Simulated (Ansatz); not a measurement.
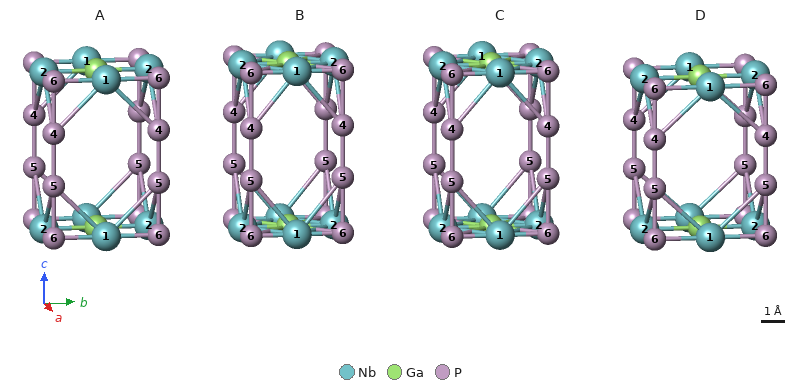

4 geometries from one relaxation of solid Nb$_{2}$GaP$_{3}$ (a generated structure, set up in P4/mmm) (coarse preliminary run), in shuffled order. Style: ball-and-stick. Shown: the cell of the calculation, slightly off an axis.

Method: DFT PBE, scalar-relativistic, plane waves, PAW in Ansatz. Set-up: plane-wave cutoff 420 eV; k-point mesh 4 × 4 × 4; occupations gaussian; smearing width 0.1 eV; no spin polarisation; cell and atoms relaxed; force threshold 0.04 eV/Å; at most 70 steps.

> Put them in the order of the run, from the start to the converged end.

B, C, A, D. They are steps 0, 1, 3, 11, at +14.117 eV per cell of the calculation, +7.407 eV per cell of the calculation, +1.044 eV per cell of the calculation relative to the last. After 9 accepted moves (11 points after the start) the energy has fallen by 14.117 eV per cell of the calculation. Largest force component: 0.63 eV/Å at the start, 0.013 eV/Å at the end. The pressure goes from 72.22 to 0.10 GPa. At 2 points the geometry stayed and the basis and grid were re-selected for the new cell (energy shift of 0.180 eV per cell of the calculation at most each time). The largest moves relative to the cell, 0.017 Å, are those of P atoms. Ga and Nb stay in place. The drawn cell changes as follows: a = b 4.077 → 4.943 Å (+21.2 %), c 7.251 → 6.712 Å (−7.4 %); the volume changes by +36.0 %. Among the contacts that change: Ga–P 2.883 → 3.495 Å, Nb–Nb 2.883 → 3.495 Å, Nb–P 2.039 → 2.471 Å, Ga–Nb 2.039 → 2.471 Å. Among the angles between lasting bonds that change: Nb–P–Nb 79.2° → 95.1°, Nb–P–P 140.4° → 132.5°. The space group stays P4/mmm (No. 123). The run took 76 s on 1 thread of Arm Neoverse V1, on a shared host, peak memory 0.43 GiB.

Limits of the set-up: the k-point mesh is coarse for a cell with partly filled bands.
